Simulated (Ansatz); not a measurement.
Electronic density of states of amorphous Ga$_{24}$O$_{41}$Ta$_{2}$, density 5.33 g/cm³, on a 2×2×2 Γ-centred mesh with a Gaussian width of 0.1 eV; energies count from the Fermi level, whose place inside the gap is arbitrary. Cell and mesh are small, so fine structure isn't converged. Computed with PBE, scalar-relativistic without spin-orbit coupling (plane waves to 420 eV, PAW; Ansatz, a first-principles code). Sampling: a 2×2×2 Γ-centred mesh; Fermi-Dirac width 0.02 eV; no spin polarisation. At PBE the levels at the filled edge of the gap are localised (band-tail or defect states), and the nearest spread-out levels lie 2.3 eV apart at the zone centre.

The cell was made by melting and quenching with the CHGNet potential and then relaxed with DFT. O atoms were pushed apart under 1.9 Å during the dynamics, to hinder bonds among them. The hot cell started wider than the set density and was brought back towards it in steps. It is the lowest in DFT energy of 2 quenches. It is a model cell: composition and starting density were chosen by hand, and all elements were melted together. No dispersion term was used. Its density started from a set value of 5.33 and ended at 5.33 g/cm³. The quench (nominally 330 K/ps over its main leg) was far faster than any real one, so the model tends to hold more defects than a real film. Values belong to this one cell and scatter from quench to quench. The volume was held where the preparation left it and the shape relaxed, at a PBE pressure of 0.5 GPa. Stress components on the final sampling reach 0.6 GPa.

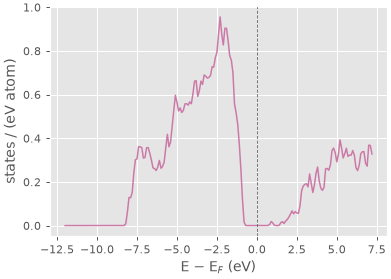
*Density of states per atom*

The level gap on this mesh is 1.87 eV; the broadening fills part of it in the curve.
